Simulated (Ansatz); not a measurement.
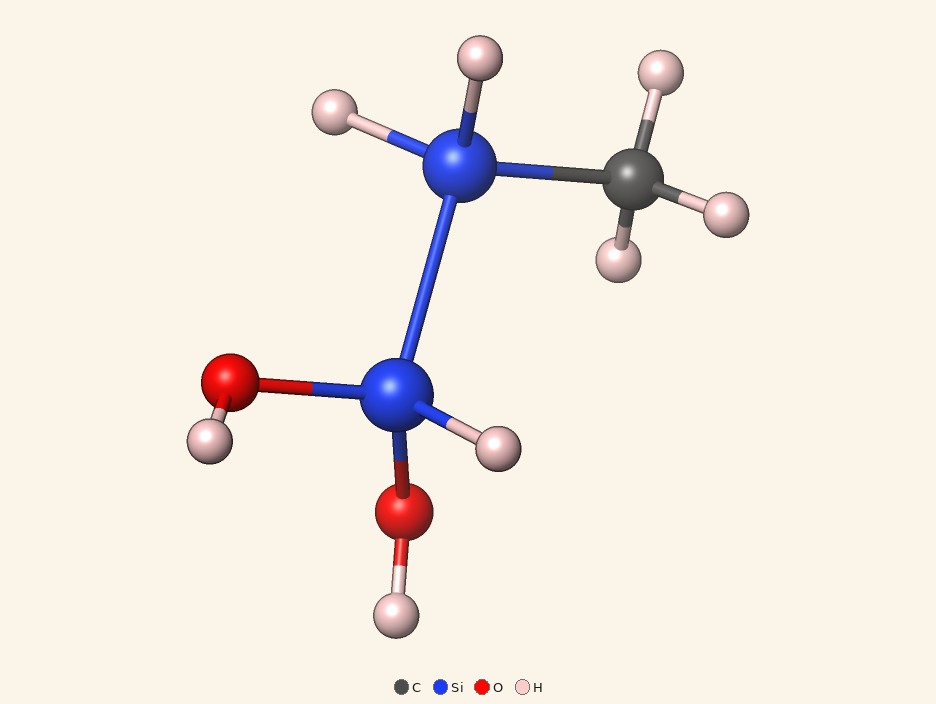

The geometry was computed by an optimisation with PBE0-D4/def2-TZVP. No frequency run is at hand to confirm it as a minimum.

Give the structural formula.

SMILES: C[SiH2][SiH](O)O

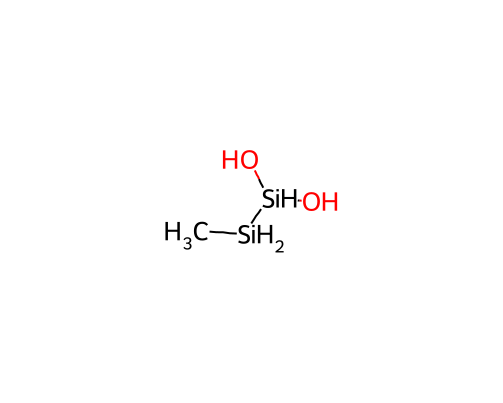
